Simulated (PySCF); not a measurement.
C$_{4}$H$_{11}$AlOS

```xyz
18

C     2.4996    0.9424   -0.3567
O     2.3495   -0.2517    0.3840
C     1.2162   -0.9635    0.1042
S    -0.2870   -0.1724    0.8762
C    -1.6549   -1.0997    0.0763
C    -2.5104   -0.0874   -0.7044
Al   -1.0023    1.2115   -1.0863
H     3.3789    1.4403    0.0449
H     1.6210    1.5974   -0.2454
H     2.6455    0.7250   -1.4199
H     1.0111   -1.0463   -0.9725
H     1.3171   -1.9474    0.5644
H    -2.1873   -1.6229    0.8721
H    -1.1932   -1.8363   -0.5813
H    -3.1186   -0.6296   -1.4384
H    -3.2328    0.3582    0.0016
H     0.0033    0.7619   -2.1927
H    -0.8644    2.6268   -0.4677
```

Geometry: GFN2-xTB.

Computed with PySCF, PBE0/def2-SVPD, SCF density, gas phase.

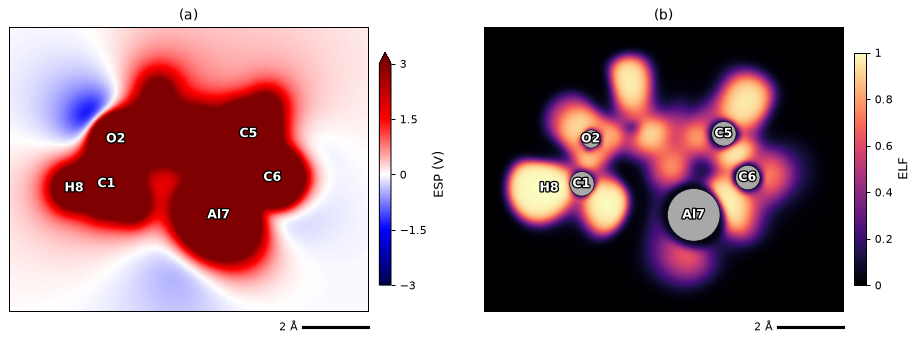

Figure 1. (a) molecular electrostatic potential; (b) electron localisation function on the plane of atoms C5, C6 and Al7. Grey discs cover the atomic cores in the ELF map.

> What do the fields say about this system?

Atoms in the plane: C, O, Al and H.
C–C (1.54 Å): the ELF peaks at about 0.95 between the atoms, as expected for a covalent bond.
C–Al (2.03 Å): the ELF peaks at about 0.95 between the atoms; a shared but strongly polarised pair.
C–H (1.09 Å): the ELF climbs to about 1 towards the hydrogen, as it does in any bond to H (a covalent bond by its length).
C–O (1.41 Å): the ELF peaks at about 0.90 between the atoms; a shared but strongly polarised pair.
The ELF also peaks beside O2, away from the bonds: lone-pair regions.
Outside the dense part of the molecule the potential is most negative (−1.3 V) near O2.

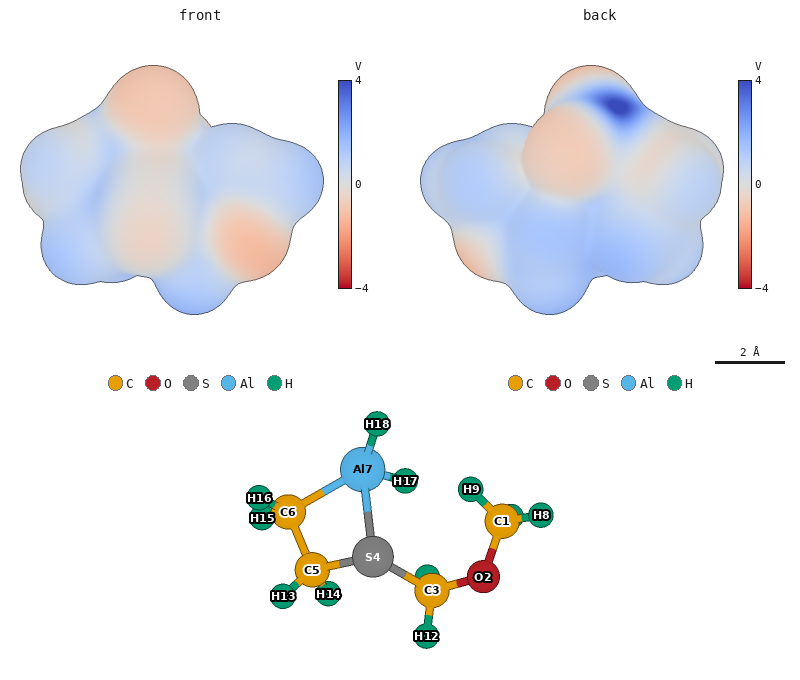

Figure 2. The electrostatic potential painted on the density surface at 0.004 e/bohr³, seen from the front and from behind; red is negative and blue positive. The bare structure is drawn below in the same view.

> Describe the electrostatic potential map.

The most negative region (about −1.2 V, or −28 kcal/mol for a unit charge) lies over O2, the most positive (about +3.7 V, or +85 kcal/mol for a unit charge) over Al7. O2 is the likeliest acceptor of a hydrogen bond.
